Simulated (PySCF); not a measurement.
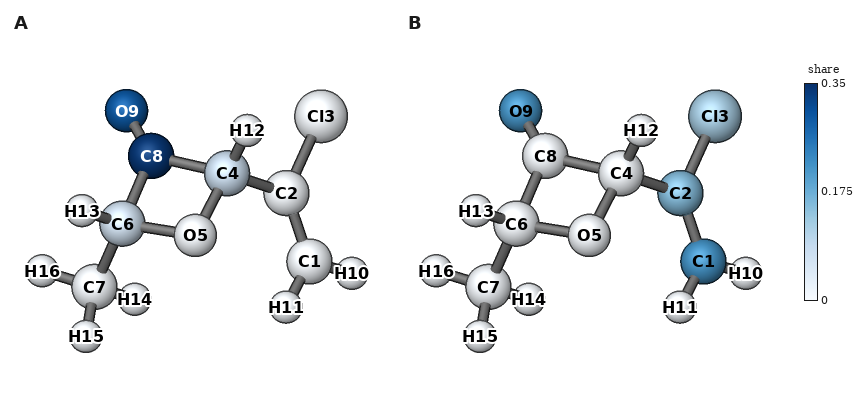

Each panel colours the atoms by their Löwdin share in one orbital (up to four of the largest shares; other atoms are shown as zero). The geometry was computed by an optimisation with GFN2-xTB. No frequency run is at hand to confirm it as a minimum. Method: PBE0/def2-SVPD (PySCF 2.14.0).

The panels show the HOMO, LUMO, in some order. Which is which?

Answer. A: LUMO, −1.38 eV; C8 0.34, O9 0.30, C4 0.07, C6 0.06
B: HOMO, −7.34 eV; C1 0.22, O9 0.21, C2 0.15, Cl3 0.12
